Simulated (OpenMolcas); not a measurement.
# A workflow on GaSiH7O (SMILES [SiH3][OH+][GaH3-])

Aim: a series of 9 runs (UHF/6-31G*, CASSCF(2,2)/6-31G*, CASPT2(2,2)/6-31G*, CASPT2[IPEA 0](2,2)/6-31G*, SC-NEVPT2(2,2)/6-31G*, PC-NEVPT2(2,2)/6-31G*, MC-PDFT[tPBE](2,2)/6-31G*, MC-PDFT[ftPBE](2,2)/6-31G*, and more) of GaSiH7O. 

Program for the calculation: OpenMolcas 26.06.

### Step 1. Starting point

GaSiH7O: 10 atoms, total charge 0, spin state singlet. SMILES: `[SiH3][OH+][GaH3-]`. The Si1–H6 distance was set to 2.655 Å, away from the relaxed value. At this shape a bond of the SMILES string is far longer than usual.

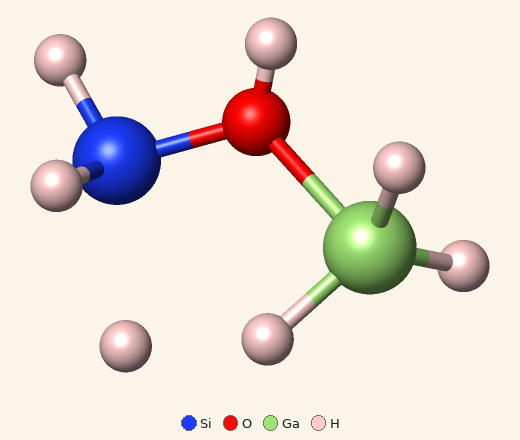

The structure, seen from a chosen angle (silicon blue, oxygen red, gallium green, hydrogen pink).

### Step 2. A single-point energy at UHF/6-31G(d) (spherical functions) (run 1)

File step1.input:

```
* GaH7OSi Hartree-Fock

&GATEWAY
  BasLib=$CurrDir
  Coord
  10
  angstrom
  Si      -0.816792      -0.386419      -1.669154
  O       -1.104292      -1.300219      -0.282354
  Ga       0.550008      -1.617519       1.095346
  H       -2.099192      -0.326519      -2.414854
  H        0.223908      -1.025819      -2.504754
  H       -0.069600       2.013200      -0.814500
  H       -1.655992      -2.081319      -0.369754
  H       -0.025492      -0.919919       2.380446
  H        1.553508      -0.813019       0.172746
  H        0.538208      -3.192119       0.991046
  Basis=6-31Gs
  Group=NoSym

&SEWARD

&SCF
  UHF
  Scramble=0.25
  PrOrbitals=1 2
```

The basis set 6-31G* is read from a file made from the Basis Set Exchange's data (not shown).

Command:

```bash
$ export MOLCAS_MEM=1860
$ pymolcas step1.input > step1.log
```

What it wrote:

```text
--- Start Module: gateway ---
[...]
--- Stop Module: gateway /rc=_RC_ALL_IS_WELL_ ---
--- Start Module: seward ---
[...]
      Basis functions           78
--- Stop Module: seward /rc=_RC_ALL_IS_WELL_ ---
[...]
--- Start Module: scf ---
[...]
       Convergence after  28 Iterations
[...]
::    Total SCF energy                              -2290.7032802787
[...]
      Total spin, S                                     0.5063853813
[...]
      Total electronic charge=   60.000000
      Total            charge=   -0.000000
[...]
      Dipole Moment (debye):
      Origin of the operator (angstrom)=   -0.0346   -1.2463    0.1809
                   X= -2.5494E+00               Y= -2.6772E-01               Z= -2.9372E+00           Total=  3.8985E+00
      Quadrupole Moment (debye*angstrom):
[...]
--- Stop Module: scf /rc=_RC_ALL_IS_WELL_ ---
[...]
```

It took 11 s on 1 thread of Intel Xeon Platinum 8259CL at 2.50GHz (Skylake/Cascade Lake), shared host; peak memory 0.44 GiB.

### Step 3. The energy at CASSCF(2,2)/6-31G(d) (spherical functions) (run 2)

File step2.input:

```
>>> EXPORT MOLCAS_PRINT=2

&gateway
  baslib
  $CurrDir
  coord
  10
  angstrom
  Si      -0.816792      -0.386419      -1.669154
  O       -1.104292      -1.300219      -0.282354
  Ga       0.550008      -1.617519       1.095346
  H       -2.099192      -0.326519      -2.414854
  H        0.223908      -1.025819      -2.504754
  H       -0.069600       2.013200      -0.814500
  H       -1.655992      -2.081319      -0.369754
  H       -0.025492      -0.919919       2.380446
  H        1.553508      -0.813019       0.172746
  H        0.538208      -3.192119       0.991046
  basis
  6-31Gs
  group
  NoSym

&seward

&rasscf
  fileorb
  $CurrDir/step1.UnaOrb
  spin
  1
  nactel
  2 0 0
  inactive
  29
  ras2
  2
  orblisting
  Few
```

The basis set 6-31G* is read from a file made from the Basis Set Exchange's data (not shown).

Command:

```bash
$ export MOLCAS_MEM=1860
$ pymolcas step2.input > step2.log
```

What it wrote:

```text
--- Start Module: gateway ---
[...]
--- Stop Module: gateway /rc=_RC_ALL_IS_WELL_ ---
--- Start Module: seward ---
[...]
      Basis functions           78
--- Stop Module: seward /rc=_RC_ALL_IS_WELL_ ---
[...]
--- Start Module: rasscf ---
[...]
      Number of active orbitals                  2
[...]
      Spin quantum number                      0.0
[...]
      Active orbitals                            2
[...]
      Number of CSFs                             3
[...]
      Number of root(s) required                 1
[...]
      Convergence after  9 iterations
[...]
      printout of CI-coefficients larger than  0.05 for root  1
      energy=   -2290.724922
      conf/sym  11     Coeff  Weight
             1  20  -0.92906 0.86315
             3  02   0.36994 0.13685
      Natural orbitals and occupation numbers for root  1
      sym 1:   1.726290   0.273710
      ************************************************************************************************************************
      *                                                    Final results                                                     *
[...]
::    RASSCF root number  1 Total energy:  -2290.72492233
[...]
      Total electronic charge=   60.000000
      Total            charge=   -0.000000
[...]
      Dipole Moment (debye):
      Origin of the operator (angstrom)=   -0.0346   -1.2463    0.1809
                   X= -2.6314E+00               Y= -5.7495E-01               Z= -3.0493E+00           Total=  4.0686E+00
      Quadrupole Moment (debye*angstrom):
[...]
--- Stop Module: rasscf /rc=_RC_ALL_IS_WELL_ ---
[...]
```

Wall time 8.1 s (1 thread of Intel Xeon Platinum 8259CL at 2.50GHz (Skylake/Cascade Lake), shared host); peak memory 0.44 GiB.

Runs 3 to 8 aren't shown in full; the table further down has their settings and results.

### Step 4. The energy at MRCI(2,2)/6-31G(d) (spherical functions) (run 9)

File step9.inp:

```
>>> EXPORT MOLCAS_PRINT=2

&GATEWAY
 BasLib=$CurrDir
 Coord
 10
 angstrom
 Si      -0.816792      -0.386419      -1.669154
 O       -1.104292      -1.300219      -0.282354
 Ga       0.550008      -1.617519       1.095346
 H       -2.099192      -0.326519      -2.414854
 H        0.223908      -1.025819      -2.504754
 H       -0.069600       2.013200      -0.814500
 H       -1.655992      -2.081319      -0.369754
 H       -0.025492      -0.919919       2.380446
 H        1.553508      -0.813019       0.172746
 H        0.538208      -3.192119       0.991046
 Basis=6-31Gs
 Group=NoSym

&SEWARD

&RASSCF
 FileOrb=$CurrDir/step2.RasOrb
 Spin=1
 Nactel=2 0 0
 Inactive=29
 Ras2=2
 OrbListing=Few

&MOTRA
 LumOrb
 Frozen=15

&GUGA
 Electrons=30
 Spin=1
 Inactive=14
 Active=2
 CIAll=1

&MRCI
 SDCI
```

The basis set 6-31G* is read from a file made from the Basis Set Exchange's data (not shown).

Command:

```bash
$ export MOLCAS_MEM=1860
$ pymolcas step9.inp > step9.log
```

What it wrote:

```text
--- Start Module: gateway ---
[...]
--- Stop Module: gateway /rc=_RC_ALL_IS_WELL_ ---
[...]
      Basis functions           78
[...]
      Number of active orbitals                  2
[...]
      Spin quantum number                      0.0
[...]
      Active orbitals                            2
[...]
      Number of CSFs                             3
[...]
      Number of root(s) required                 1
[...]
      Convergence after  4 iterations
[...]
      printout of CI-coefficients larger than  0.05 for root  1
      energy=   -2290.724922
      conf/sym  11     Coeff  Weight
             1  20  -0.92906 0.86315
             3  02   0.36994 0.13685
      Natural orbitals and occupation numbers for root  1
      sym 1:   1.726291   0.273709
      ************************************************************************************************************************
      *                                                    Final results                                                     *
[...]
::    RASSCF root number  1 Total energy:  -2290.72492233
[...]
      Dipole Moment (debye):
      Origin of the operator (angstrom)=   -0.0346   -1.2463    0.1809
                   X= -2.6315E+00               Y= -5.7495E-01               Z= -3.0493E+00           Total=  4.0686E+00
      Quadrupole Moment (debye*angstrom):
[...]
      *** WARNING: Default frozen orbitals is overwritten by user input.
      *** Default values:  17
[...]
--- Start Module: guga ---
[...]
--- Stop Module: guga /rc=_RC_ALL_IS_WELL_ ---
--- Start Module: mrci ---
[...]
       (But an ACPF correction will be computed)
       USE THE DEFAULT ACPF G-VALUE GFAC=   6.6666666666666666E-002
[...]
                      CI ENERGY: -2291.17379781
[...]
                ACPF CORRECTION:    -0.05162535
[...]
      Total electronic charge=   60.000000
      Total            charge=    0.000000
[...]
     ACPF CORRECTION:     -0.05162535
[...]
  CI State   1     Total energy:  -2291.17379781     QDav:     -0.05577104     QACPF:     -0.05162535
[...]
--- Stop Module: mrci /rc=_RC_ALL_IS_WELL_ ---
[...]
```

It took 41 s on 1 thread of Intel Xeon Platinum 8259CL at 2.50GHz (Skylake/Cascade Lake), shared host; peak memory 0.44 GiB.

### Step 5. Overview of the runs

| run | level | scramble | active rule | energy (Eh) | dipole moment (D) of the reference | wall time |
| --- | --- | --- | --- | --- | --- | --- |
| 1 | UHF/6-31G* (spherical functions) | 0.25 | – | -2290.703280 | 3.90 | 11 s |
| 2 | CASSCF(2,2)/6-31G* (spherical functions) | – | uhf natural orbitals | -2290.724922 | 4.07 | 8.1 s |
| 3 | CASPT2(2,2)/6-31G* (spherical functions) | – | uhf natural orbitals | -2291.218114 | 4.07 | 8.4 s |
| 4 | CASPT2[IPEA 0](2,2)/6-31G* (spherical functions) | – | uhf natural orbitals | -2291.218957 | 4.07 | 8.1 s |
| 5 | SC-NEVPT2(2,2)/6-31G* (spherical functions) | – | uhf natural orbitals | -2291.216990 | 4.07 | 7.8 s |
| 6 | PC-NEVPT2(2,2)/6-31G* (spherical functions) | – | uhf natural orbitals | -2291.217008 | 4.07 | 7.8 s |
| 7 | MC-PDFT[tPBE](2,2)/6-31G* (spherical functions) | – | uhf natural orbitals | -2292.773533 | 4.07 | 8.7 s |
| 8 | MC-PDFT[ftPBE](2,2)/6-31G* (spherical functions) | – | uhf natural orbitals | -2293.126702 | 4.07 | 8.4 s |
| 9 | MRCI(2,2)/6-31G* (spherical functions) | – | uhf natural orbitals | -2291.173798 | 4.07 | 41 s |

### Step 6. Outcome

```
                                               quantity           value
                  run 9, MRCI(2,2)/6-31G*: total energy  -2291.17380 Eh
run 9, MRCI(2,2)/6-31G*: dipole moment (CASSCF density)          4.07 D
```

In words: Below the UHF energy at the same shape and in the same basis (6-31G*): CASSCF(2,2) -21.6 mEh; CASPT2(2,2) -514.8 mEh; CASPT2[IPEA 0](2,2) -515.7 mEh; SC-NEVPT2(2,2) -513.7 mEh; PC-NEVPT2(2,2) -513.7 mEh; MRCI(2,2) -470.5 mEh. Active-space methods hold only the correlation inside their space unless a perturbation or CI step follows. Spin contamination of the reference: run 1 ⟨S²⟩ = 0.76. Where it is this large, the reference is a mixture of spin states, and values that rest on it are in doubt. All runs together took 1.8 min, the longest 41 s.
